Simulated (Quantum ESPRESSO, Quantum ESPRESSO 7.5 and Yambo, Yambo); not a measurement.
# Quasiparticle gap of CdTe (F-43m) in Yambo

Aim: the G0W0 gap of CdTe (F-43m) on PBE, step by step.

Program: Quantum ESPRESSO 7.5 and Yambo 5.3.0. Level of theory: PBE and many-body steps on it, plane waves. Results are calculated unless marked as measured.

**What was measured.**

- Gap 1.32 ± 0.02 eV: direct optical gap from Tauc analysis, 2.5 h deposition; UV-vis diffuse reflectance; film (electrodeposited 2.5 h on FTO, nearly stoichiometric) (“Electrodeposition of CdTe Thin Films for Solar Energy Water Splitting”, 2020, pmc:7177234).

- Gap 1.592 eV: near-band-edge L1 bound-exciton energy extrapolated to 0 K (Varshni), slightly below the true gap; temperature-dependent photoluminescence; 0 K; bulk crystal (vertical Bridgman single crystal) (“Photoluminescence characteristics of Cd1-xMnxTe single crystals grown by the vertical Bridgman method”, 2012, pmc:3275455).

- Gap 1.48 ± 0.02 eV: direct optical gap from Tauc analysis, 1.5 h deposition; UV-vis diffuse reflectance; film (electrodeposited 1.5 h on FTO, Te-rich) (“Electrodeposition of CdTe Thin Films for Solar Energy Water Splitting”, 2020, pmc:7177234).

### 1. The structure

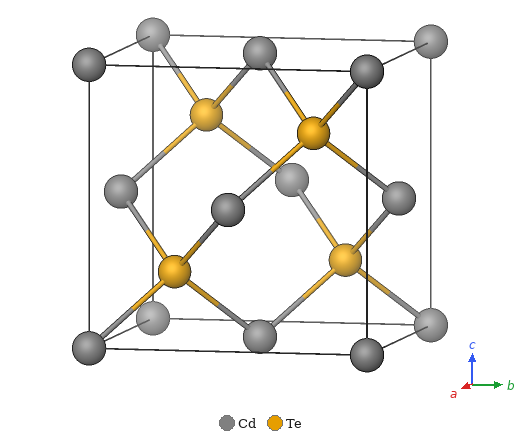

The cell as given, slightly off an axis (cadmium grey, tellurium orange). This picture shows the conventional cell, with its axes. Bonds to atoms that aren't drawn are left out. Some periodic images of atoms are drawn too.

The cell and positions come from the Crystallography Open Database and are kept as given unless a step says otherwise. Spin-orbit coupling is left out unless a step names it.

### 2. Ground state

This step: Quantum ESPRESSO 7.5; DFT, PBE, plane waves, norm-conserving pseudopotentials.

The ground-state density comes first.

The input, pw.in:

```
&control
  calculation = 'scf'
  prefix = 'x'
  outdir = 'o'
  pseudo_dir = 'pseudo'
/
&system
  ibrav = 0
  nat = 2
  ntyp = 2
  ecutwfc = 94.0
  nbnd = 27
  force_symmorphic = .true.
/
&electrons
  conv_thr = 1e-10
  electron_maxstep = 80
  mixing_beta = 0.5
/
ATOMIC_SPECIES
  Cd 112.41 Cd.upf
  Te 127.6 Te.upf
CELL_PARAMETERS angstrom
  0.0000000000 3.2400000000 3.2400000000
  3.2400000000 0.0000000000 3.2400000000
  3.2400000000 3.2400000000 0.0000000000
ATOMIC_POSITIONS crystal
  Cd 0.0000000000 0.0000000000 0.0000000000
  Te 0.2500000000 0.2500000000 0.2500000000
K_POINTS automatic
  6 6 6 0 0 0
```

On the command line:

```
OMP_NUM_THREADS=1 mpirun -n 4 pw.x -nk 4 -in pw.in > pw.out
```

Output:

```text
Program PWSCF v.7.5 starts

     This program is part of the open-source Quantum ESPRESSO suite
     for quantum simulation of materials; please cite
         "P. Giannozzi et al., J. Phys.:Condens. Matter 21 395502 (2009);
         "P. Giannozzi et al., J. Phys.:Condens. Matter 29 465901 (2017);
         "P. Giannozzi et al., J. Chem. Phys. 152 154105 (2020);
     in publications or presentations arising from this work. More details at
     Message from routine setup:
     using ibrav=0 with symmetry is DISCOURAGED, use correct ibrav instead

     G-vector sticks info

     bravais-lattice index     =            0
     lattice parameter (alat)  =       8.6588  a.u.
     unit-cell volume          =     459.0517 (a.u.)^3
     number of atoms/cell      =            2
     number of atomic types    =            2
     number of electrons       =        44.00
     number of Kohn-Sham states=           27
     kinetic-energy cutoff     =      94.0000  Ry
     charge density cutoff     =     376.0000  Ry
     scf convergence threshold =      1.0E-10
     mixing beta               =       0.5000
     number of iterations used =            8  plain     mixing
     Exchange-correlation= PBE
                           (   1   4   3   4   0   0   0)

     celldm(1)=   8.658823  celldm(2)=   0.000000  celldm(3)=   0.000000
     celldm(4)=   0.000000  celldm(5)=   0.000000  celldm(6)=   0.000000

     crystal axes: (cart. coord. in units of alat)
               a(1) = (   0.000000   0.707107   0.707107 )
               a(2) = (   0.707107   0.000000   0.707107 )
               a(3) = (   0.707107   0.707107   0.000000 )

     reciprocal axes: (cart. coord. in units 2 pi/alat)
               b(1) = ( -0.707107  0.707107  0.707107 )
               b(2) = (  0.707107 -0.707107  0.707107 )
               b(3) = (  0.707107  0.707107 -0.707107 )
     Pseudo is Norm-conserving + core correction, Zval = 20.0
     Generated using ONCVPSP code by D. R. Hamann
     Using radial grid of 1368 points,  6 beta functions with:
     Pseudo is Norm-conserving + core correction, Zval = 24.0
     Generated using ONCVPSP code by D. R. Hamann
     Using radial grid of 1294 points,  8 beta functions with:
     Cd               20.00   112.41000     Cd( 1.00)
     Te               24.00   127.60000     Te( 1.00)

     24 Sym. Ops. (no inversion) found

   Cartesian axes

     site n.     atom                  positions (alat units)
         1        Cd     tau(   1) = (   0.0000000   0.0000000   0.0000000  )
         2        Te     tau(   2) = (   0.3535534   0.3535534   0.3535534  )

     number of k points=    16
                       cart. coord. in units 2pi/alat
        k(    1) = (   0.0000000   0.0000000   0.0000000), wk =   0.0092593
        k(    2) = (   0.1178511   0.1178511  -0.1178511), wk =   0.0740741
        k(    3) = (   0.2357023   0.2357023  -0.2357023), wk =   0.0740741
        k(    4) = (  -0.3535534  -0.3535534   0.3535534), wk =   0.0370370
        k(    5) = (   0.2357023   0.0000000  -0.0000000), wk =   0.0555556
        k(    6) = (   0.3535534   0.1178511  -0.1178511), wk =   0.2222222
        k(    7) = (  -0.2357023  -0.4714045   0.4714045), wk =   0.2222222
        k(    8) = (  -0.1178511  -0.3535534   0.3535534), wk =   0.2222222
        k(    9) = (   0.0000000  -0.2357023   0.2357023), wk =   0.1111111
        k(   10) = (   0.4714045   0.0000000  -0.0000000), wk =   0.0555556
     [... 4 further rows ...]
        k(   15) = (  -0.1178511  -0.3535534   0.5892557), wk =   0.2222222
        k(   16) = (  -0.7071068   0.2357023   0.0000000), wk =   0.1111111

     Dense  grid:    56833 G-vectors     FFT dimensions: (  54,  54,  54)

     Initial potential from superposition of free atoms

     starting charge      43.9996, renormalised to      44.0000
     Starting wfcs are   23 randomized atomic wfcs +    4 random wfcs

     per-process dynamical memory:    49.2 Mb

     Self-consistent Calculation

     iteration #  1     ecut=    94.00 Ry     beta= 0.50

     Threshold (ethr) on eigenvalues was too large:
     Diagonalizing with lowered threshold

     total energy              =    -911.71303440 Ry
     estimated scf accuracy    <       0.05445599 Ry

     iteration #  2     ecut=    94.00 Ry     beta= 0.50

     total energy              =    -911.72582198 Ry
     estimated scf accuracy    <       0.00649679 Ry

     iteration #  3     ecut=    94.00 Ry     beta= 0.50

     total energy              =    -911.72678033 Ry
     estimated scf accuracy    <       0.00078054 Ry

     iteration #  4     ecut=    94.00 Ry     beta= 0.50

     total energy              =    -911.72684356 Ry
     estimated scf accuracy    <       0.00003914 Ry

     iteration #  5     ecut=    94.00 Ry     beta= 0.50

     total energy              =    -911.72684964 Ry
     estimated scf accuracy    <       0.00000207 Ry

     iteration #  6     ecut=    94.00 Ry     beta= 0.50

     total energy              =    -911.72685028 Ry
     estimated scf accuracy    <       0.00000020 Ry

     iteration #  7     ecut=    94.00 Ry     beta= 0.50

     total energy              =    -911.72685033 Ry
     estimated scf accuracy    <       0.00000004 Ry

     iteration #  8     ecut=    94.00 Ry     beta= 0.50

     total energy              =    -911.72685034 Ry
     estimated scf accuracy    <          1.3E-09 Ry

     iteration #  9     ecut=    94.00 Ry     beta= 0.50

     End of self-consistent calculation

          k = 0.0000 0.0000 0.0000 (  7119 PWs)   bands (ev):

  -150.4559-100.4825-100.4825-100.4825 -93.9053 -54.9601 -54.9601 -54.9601
   -27.7572 -27.7572 -27.7572 -27.7493 -27.7493  -2.9059  -0.0114  -0.0114
    -0.0114   0.2489   0.2489   8.2696   8.2696   8.2696   9.0401  12.8896
    12.8896  12.8896  15.7323

          k = 0.1179 0.1179-0.1179 (  7099 PWs)   bands (ev):

  -150.4559-100.4825-100.4825-100.4825 -93.9053 -54.9601 -54.9601 -54.9601
   -27.7572 -27.7571 -27.7571 -27.7493 -27.7493  -2.8061   0.0073   0.0073
     0.0721   0.2477   0.2477   6.5355   8.0422   8.0422  10.1291  13.0047
    13.2280  13.2280  16.8030

          k = 0.2357 0.2357-0.2357 (  7072 PWs)   bands (ev):

  -150.4559-100.4825-100.4825-100.4825 -93.9053 -54.9602 -54.9601 -54.9601
   -27.7572 -27.7569 -27.7569 -27.7492 -27.7492  -2.6065   0.0395   0.0395
     0.2517   0.2517   0.3518   4.6935   7.6614   7.6614  10.2025  13.5145
    13.5145  14.5341  16.3414

          k =-0.3536-0.3536 0.3536 (  7120 PWs)   bands (ev):

     [... further k-points ...]

     highest occupied, lowest unoccupied level (ev):     8.2696    9.0401

!    total energy              =    -911.72685034 Ry
     estimated scf accuracy    <          4.7E-11 Ry

     The total energy is the sum of the following terms:
     one-electron contribution =    -703.52208015 Ry
     hartree contribution      =     340.89972353 Ry
     xc contribution           =    -120.80708531 Ry
     ewald contribution        =    -428.29740841 Ry

     convergence has been achieved in   9 iterations

     XML data file, charge density, pseudopotentials, collected wavefunctions

=------------------------------------------------------------------------------=
   JOB DONE.
=------------------------------------------------------------------------------=
```

Run time: 16 s. Hardware: 4 MPI ranks of Arm Neoverse V2, shared host; peak memory 0.39 GiB.

This step gave:

```yaml
total_energy: -12404.6757 eV
gap: 0.7705 eV
k_of_the_valence_top: 0, 0, 0
k_of_the_conduction_bottom: 0, 0, 0
least_direct_gap: 0.7705 eV
```

The gap is direct, at Γ.

### 3. Bands along the symmetry lines

The cheap functional maps the bands first; the places of the edges decide which points the dearer methods must see.

The input, pw.in:

```
&control
  calculation = 'bands'
  prefix = 'x'
  outdir = 'o'
  pseudo_dir = 'pseudo'
/
&system
  ibrav = 0
  nat = 2
  ntyp = 2
  ecutwfc = 94.0
  nbnd = 28
  force_symmorphic = .true.
/
&electrons
  conv_thr = 1e-9
  electron_maxstep = 80
  diago_full_acc = .true.
  diago_thr_init = 5e-6
/
ATOMIC_SPECIES
  Cd 112.41 Cd.upf
  Te 127.6 Te.upf
CELL_PARAMETERS angstrom
  0.0000000000 3.2400000000 3.2400000000
  3.2400000000 0.0000000000 3.2400000000
  3.2400000000 3.2400000000 0.0000000000
ATOMIC_POSITIONS crystal
  Cd 0.0000000000 0.0000000000 0.0000000000
  Te 0.2500000000 0.2500000000 0.2500000000
K_POINTS crystal
  50
  0.00000000 0.00000000 0.00000000 1
  -0.06250000 -0.06250000 0.00000000 1
  -0.12500000 -0.12500000 0.00000000 1
  -0.18750000 -0.18750000 0.00000000 1
  -0.25000000 -0.25000000 0.00000000 1
  -0.31250000 -0.31250000 0.00000000 1
  -0.37500000 -0.37500000 0.00000000 1
  -0.43750000 -0.43750000 0.00000000 1
  -0.50000000 -0.50000000 0.00000000 1
  -0.48437500 -0.48437500 0.03125000 1
  -0.46875000 -0.46875000 0.06250000 1
  -0.45312500 -0.45312500 0.09375000 1
  -0.43750000 -0.43750000 0.12500000 1
  -0.42187500 -0.42187500 0.15625000 1
  -0.40625000 -0.40625000 0.18750000 1
  -0.39062500 -0.39062500 0.21875000 1
  -0.37500000 -0.37500000 0.25000000 1
  -0.37500000 0.00000000 0.37500000 1
  -0.32812500 0.00000000 0.32812500 1
  -0.28125000 0.00000000 0.28125000 1
  -0.23437500 0.00000000 0.23437500 1
  -0.18750000 0.00000000 0.18750000 1
  -0.14062500 0.00000000 0.14062500 1
  -0.09375000 0.00000000 0.09375000 1
  -0.04687500 0.00000000 0.04687500 1
  0.00000000 0.00000000 0.00000000 1
  0.00000000 0.00000000 0.06250000 1
  0.00000000 0.00000000 0.12500000 1
  0.00000000 0.00000000 0.18750000 1
  0.00000000 0.00000000 0.25000000 1
  0.00000000 0.00000000 0.31250000 1
  0.00000000 0.00000000 0.37500000 1
  0.00000000 0.00000000 0.43750000 1
  0.00000000 0.00000000 0.50000000 1
  -0.06250000 -0.03125000 0.46875000 1
  -0.12500000 -0.06250000 0.43750000 1
  -0.18750000 -0.09375000 0.40625000 1
  -0.25000000 -0.12500000 0.37500000 1
  -0.31250000 -0.15625000 0.34375000 1
  -0.37500000 -0.18750000 0.31250000 1
  -0.43750000 -0.21875000 0.28125000 1
  -0.50000000 -0.25000000 0.25000000 1
  -0.50000000 -0.28125000 0.21875000 1
  -0.50000000 -0.31250000 0.18750000 1
  -0.50000000 -0.34375000 0.15625000 1
  -0.50000000 -0.37500000 0.12500000 1
  -0.50000000 -0.40625000 0.09375000 1
  -0.50000000 -0.43750000 0.06250000 1
  -0.50000000 -0.46875000 0.03125000 1
  -0.50000000 -0.50000000 0.00000000 1
```

Output:

```text
[banner, memory and clock lines left out]
Program PWSCF v.7.5 starts

     Atomic positions and unit cell read from directory:
     o/x.save/

     Message from routine setup:
     using ibrav=0 with symmetry is DISCOURAGED, use correct ibrav instead

     G-vector sticks info

     bravais-lattice index     =            0
     lattice parameter (alat)  =       8.6588  a.u.
     unit-cell volume          =     459.0517 (a.u.)^3
     number of atoms/cell      =            2
     number of atomic types    =            2
     number of electrons       =        44.00
     number of Kohn-Sham states=           28
     kinetic-energy cutoff     =      94.0000  Ry
     charge density cutoff     =     376.0000  Ry
     Exchange-correlation= PBE
                           (   1   4   3   4   0   0   0)

     celldm(1)=   8.658823  celldm(2)=   0.000000  celldm(3)=   0.000000
     celldm(4)=   0.000000  celldm(5)=   0.000000  celldm(6)=   0.000000

     crystal axes: (cart. coord. in units of alat)
               a(1) = (   0.000000   0.707107   0.707107 )
               a(2) = (   0.707107   0.000000   0.707107 )
               a(3) = (   0.707107   0.707107   0.000000 )

     reciprocal axes: (cart. coord. in units 2 pi/alat)
               b(1) = ( -0.707107  0.707107  0.707107 )
               b(2) = (  0.707107 -0.707107  0.707107 )
               b(3) = (  0.707107  0.707107 -0.707107 )
     Pseudo is Norm-conserving + core correction, Zval = 20.0
     Generated using ONCVPSP code by D. R. Hamann
     Using radial grid of 1368 points,  6 beta functions with:
     Pseudo is Norm-conserving + core correction, Zval = 24.0
     Generated using ONCVPSP code by D. R. Hamann
     Using radial grid of 1294 points,  8 beta functions with:
     Cd               20.00   112.41000     Cd( 1.00)
     Te               24.00   127.60000     Te( 1.00)

     24 Sym. Ops. (no inversion) found

   Cartesian axes

     site n.     atom                  positions (alat units)
         1        Cd     tau(   1) = (   0.0000000   0.0000000   0.0000000  )
         2        Te     tau(   2) = (   0.3535534   0.3535534   0.3535534  )

     number of k points=    50
                       cart. coord. in units 2pi/alat
        k(    1) = (   0.0000000   0.0000000   0.0000000), wk =   0.0400000
        k(    2) = (   0.0000000   0.0000000  -0.0883883), wk =   0.0400000
        k(    3) = (   0.0000000   0.0000000  -0.1767767), wk =   0.0400000
[...]
[... 38 further rows ...]
        k(   49) = (   0.0441942  -0.0000000  -0.7071068), wk =   0.0400000
        k(   50) = (   0.0000000   0.0000000  -0.7071068), wk =   0.0400000

     Dense  grid:    56833 G-vectors     FFT dimensions: (  54,  54,  54)

     The potential is recalculated from file :
     o/x.save/charge-density

     Starting wfcs are   23 randomized atomic wfcs +    5 random wfcs

     Band Structure Calculation

     End of band structure calculation

          k = 0.0000 0.0000 0.0000 (  7119 PWs)   bands (ev):

  -150.4559-100.4824-100.4824-100.4824 -93.9054 -54.9602 -54.9602 -54.9602
   -27.7572 -27.7572 -27.7572 -27.7493 -27.7493  -2.9059  -0.0114  -0.0114
    -0.0114   0.2488   0.2488   8.2696   8.2696   8.2696   9.0401  12.8896
    12.8896  12.8896  15.7323  17.7426

          k = 0.0000 0.0000-0.0884 (  7055 PWs)   bands (ev):

  -150.4559-100.4824-100.4824-100.4824 -93.9054 -54.9602 -54.9602 -54.9602
   -27.7572 -27.7570 -27.7570 -27.7493 -27.7492  -2.8857  -0.0057  -0.0057
[...]
13.0421  13.0421  16.0292  16.9638

          k = 0.0000 0.0000-0.1768 (  7075 PWs)   bands (ev):

  -150.4559-100.4824-100.4824-100.4824 -93.9054 -54.9602 -54.9602 -54.9602
[...]
13.4575  13.4575  15.9608  16.8536

          k =-0.0000 0.0000-0.2652 (  7055 PWs)   bands (ev):

[...]
k = 0.0000 0.0000-0.3536 (  7059 PWs)   bands (ev):

[...]
k = 0.0000-0.0000-0.4419 (  7059 PWs)   bands (ev):

[...]
k =-0.0000 0.0000-0.5303 (  7055 PWs)   bands (ev):

[...]
k = 0.0000-0.0000-0.6187 (  7071 PWs)   bands (ev):

[...]
k = 0.5303-0.0000-0.5303 (  7030 PWs)   bands (ev):

[...]
k = 0.0000 0.0000 0.0000 (  7119 PWs)   bands (ev):

[...]
k = 0.1326 0.0000-0.7071 (  7056 PWs)   bands (ev):

[...]
k = 0.0884-0.0000-0.7071 (  7054 PWs)   bands (ev):

[...]
k = 0.0442-0.0000-0.7071 (  7066 PWs)   bands (ev):

  -150.4559-100.4824-100.4824-100.4824 -93.9054 -54.9602 -54.9602 -54.9602
[...]
16.9418  17.2513  17.5044  19.2383

          k = 0.0000 0.0000-0.7071 (  7078 PWs)   bands (ev):

  -150.4559-100.4824-100.4824-100.4824 -93.9054 -54.9603 -54.9602 -54.9602
   -27.7578 -27.7566 -27.7566 -27.7494 -27.7490  -2.3880   0.1439   0.1529
     0.1529   0.2791   0.7400   3.9680   6.4086   6.4086  10.8859  10.9507
    17.0978  17.4167  17.4167  19.2021

     XML data file, pseudopotentials, collected wavefunctions
```

The job ended after 12 s (4 MPI ranks; peak memory 0.32 GiB).

Numbers from this step:

```
gap                        : 0.7705 eV
k of the valence top       : 0, 0, 0
k of the conduction bottom : 0, 0, 0
least direct gap           : 0.7705 eV
```

The gap is 0.770 eV, as in the run before at this level.

Electronic bands along the path, in eV, zero at the top of the highest filled band:

```
    point  band 19  band 20  band 21  band 22  band 23  band 24  band 25  band 26
        Γ    -8.02     0.00     0.00     0.00     0.77     4.62     4.62     4.62
        X    -7.53    -4.30    -1.86    -1.86     2.62     2.68     8.83     9.15
        U    -7.48    -4.20    -2.55    -1.54     2.91     4.53     7.36     7.48
jump to K    -7.48    -4.20    -2.55    -1.54     2.91     4.53     7.36     7.48
        Γ    -8.02     0.00     0.00     0.00     0.77     4.62     4.62     4.62
        L    -7.67    -4.42    -0.77    -0.77     1.82     5.21     5.21     7.07
        W    -7.45    -4.18    -2.32    -2.19     4.26     4.69     5.57     6.32
        X    -7.53    -4.30    -1.86    -1.86     2.62     2.68     8.83     9.15
```

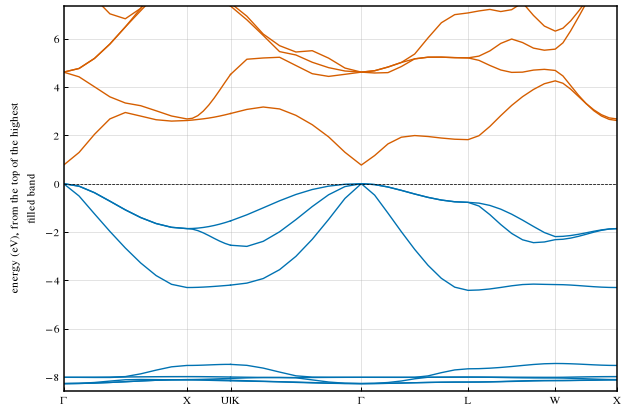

Electronic bands along the path; lines of filled and empty bands in two colours.

[end of part 1 of 3]

[Paths, hosts, dates, memory and timing lines, banners, echoed tables and standing remarks are left out of the program output.]

[Logs are printed without paths, hosts, clocks, repeated set-up lines and the standing remarks that a program may print on its own settings, such as how far it seeks lower states.]

[Runs of the session that timed out or met a known fault of the program may be left out.]

[Hosts, paths, dates, database ids (printed as entryN), source tags and the programs' standing remarks are cut or masked in the printed files.]
